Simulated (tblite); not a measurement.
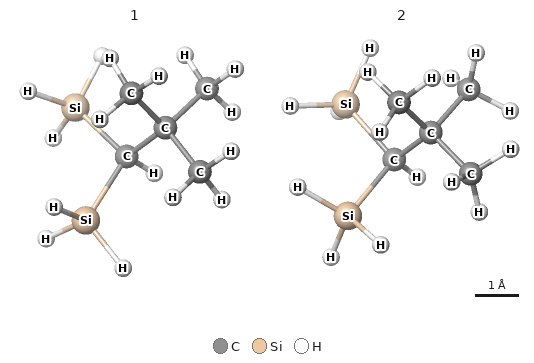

Two geometries of C₅H₁₆Si₂, drawn at one scale. One is the start of a relaxation, the other its converged end. The picture is a ball-and-stick view, seen at a tilt.

Level of theory: GFN2-xTB geometry optimisation, gas phase (tblite 0.8.0). 

**Which geometry has the lower energy?**

Structure 1 is the relaxed one. The largest moves after the best rigid fit, 1.00 Å, are those of H atoms. By element the largest moves are H 1.00 Å, C 0.22 Å, Si 0.16 Å. Some distances before and after: C–H 1.135 → 1.089 Å, C–C 1.498 → 1.542 Å, C–Si 1.887 → 1.911 Å, H–Si 1.484 → 1.464 Å. Bond angles that change, for instance: C–C–H 114.6° → 106.2°, C–C–Si 108.7° → 115.4°, C–C–H 105.1° → 110.9°. Groups turn about C–Si by about 40°, C–C by about 40°, C–Si by about 30°. Over 133 geometry steps the energy falls by 86.3 kJ/mol. Cost: 1.3 s on 1 thread of Arm Neoverse V1, with other jobs on the host.
